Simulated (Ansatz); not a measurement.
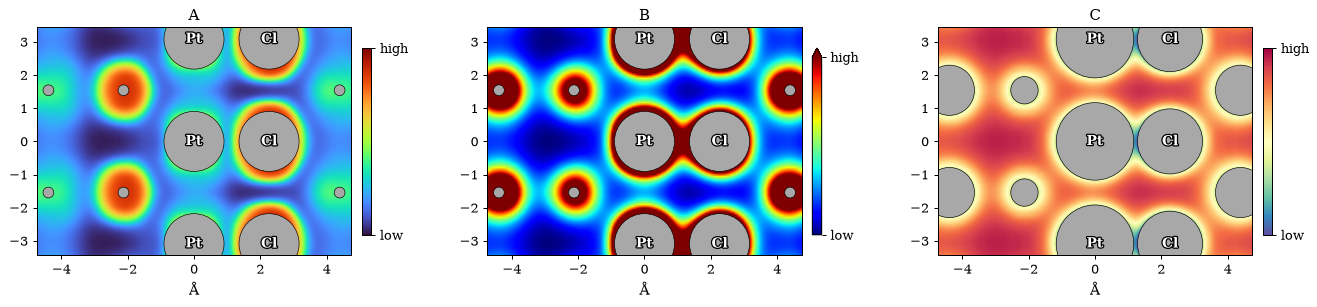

PtCl: 3 fields on the (11̄0) plane of the conventional cell, with unlabelled colour scales. Grey discs cover the atomic cores.

Space group P6₃mc; started from the wurtzite_186 prototype, which need not be the ambient phase.

These are results of DFT PBE, scalar-relativistic, plane waves, PAW in Ansatz, not measurements.

### Which field does each panel show? The fields are: electron localisation function, electrostatic potential energy of an electron and valence pseudo-density.

Panel A: electron localisation function. Panel B: valence pseudo-density. Panel C: electrostatic potential energy of an electron (low next to the atoms, rising into the space between them). From the grid: Pt–Cl (2.26 Å): ρ at the midpoint is about 0.77 e/Å³; the ELF peaks at about 0.80 in the valence shell of Cl, 0.7 Å from its nucleus, and is about 0.35 at the midpoint.
